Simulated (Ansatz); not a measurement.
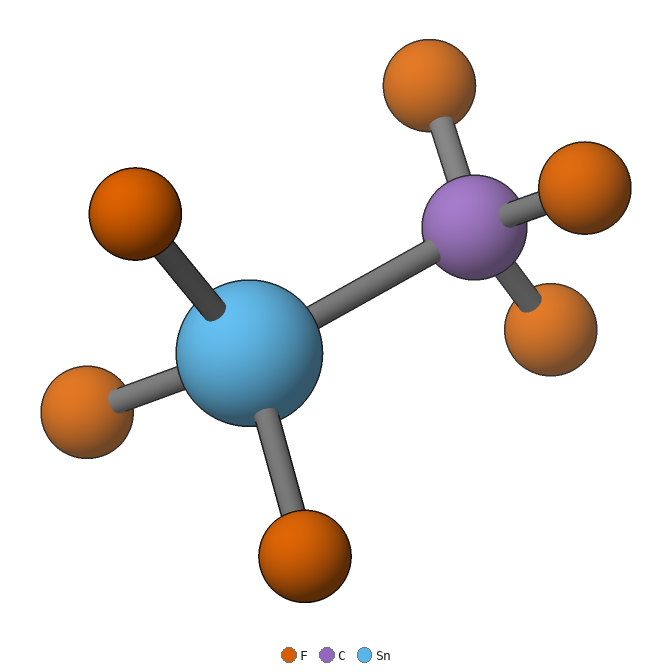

The picture shows a molecular structure as a ball-and-stick model. Every bond is drawn as one stick, whatever its order.

Computed geometry: PBE0-D4/def2-TZVP optimisation.

Identify the structure.

The molecule is CF₆Sn. As SMILES it reads `F[C](F)(F)[Sn]([F])([F])[F]`. Among its groups: C–F bond. The point group is C3v. Coordination: 1 C tetrahedral; 1 Sn tetrahedral.

More results for the same structure follow; atom numbers are the same in all pictures, views and colours differ.

## Dipole moment

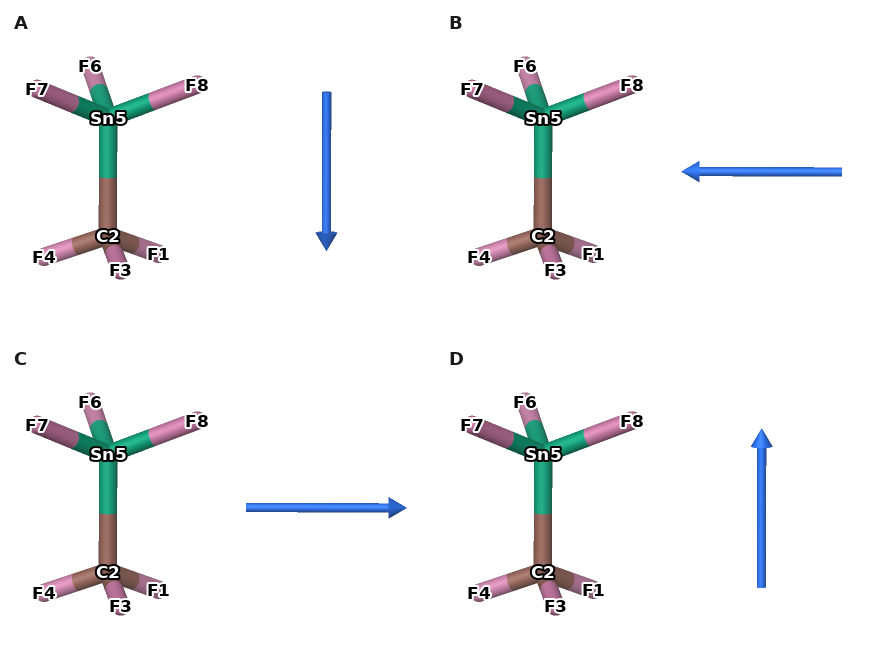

The same molecule four times, each with an arrow. Level of theory: RKS B3LYP-D4/def2-TZVPP, core potentials on Sn (Ansatz 0.2.0).

Which arrow points along the dipole moment, from the negative to the positive end?

A. The dipole moment is 1.96 D; it points from the side of F6, F7, F8 to the side of F1, F3, F4 (the outermost atoms at the two ends).

## Charges

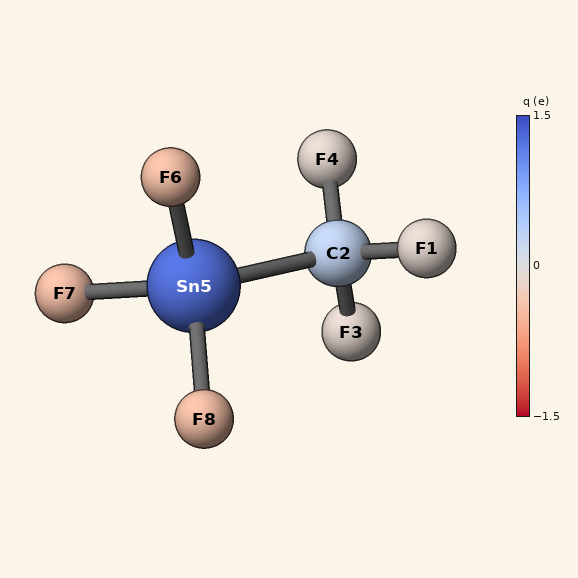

Atoms are coloured by their Mulliken charges. Method: RKS PBE-D4/def2-TZVPP, core potentials on Sn (Ansatz 0.2.0).

Which atom carries the highest charge (most positive or least negative)?

Sn5 (1.22 e).

And the lowest?

F6, F7, F8 (−0.40 e).

List the Mulliken charges.

| atom | value (e) |
| --- | --- |
| F1 | −0.09 |
| C2 | 0.26 |
| F3 | −0.09 |
| F4 | −0.09 |
| Sn5 | 1.22 |
| F6 | −0.40 |
| F7 | −0.40 |
| F8 | −0.40 |

## Electronic properties

Level of theory: RKS PBE0-D4/def2-QZVPP, core potentials on Sn (Ansatz 0.2.0).

Estimate the HOMO energy (Kohn–Sham orbital).

−10.44 eV.

Give the LUMO energy (Kohn–Sham orbital) at this level.

−2.95 eV.

What is the dispersion correction?

−15.6 kJ/mol.

Mulliken values depend strongly on the basis set and can even reverse the polarity of a bond.
